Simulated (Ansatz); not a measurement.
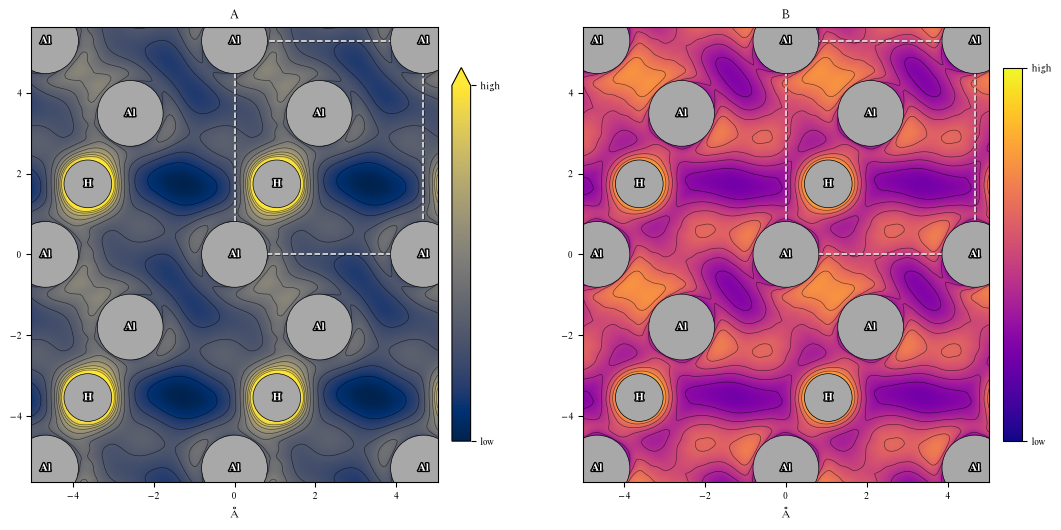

Al$_{2}$H: 2 fields on the (001) plane of the conventional cell, with unlabelled colour scales. Grey discs cover the atomic cores.

Space group Pnnm; a structure generated by program, which may or may not match a known phase.

All numbers below come from DFT PBE, scalar-relativistic, plane waves, PAW in Ansatz 0.2.0.

Match the panels to the quantities (electron localisation function and valence pseudo-density).

Panel A: valence pseudo-density. Panel B: electron localisation function. From the grid: Al–H (2.04 Å): ρ at the midpoint is about 0.24 e/Å³; the ELF climbs to about 1 towards the hydrogen.
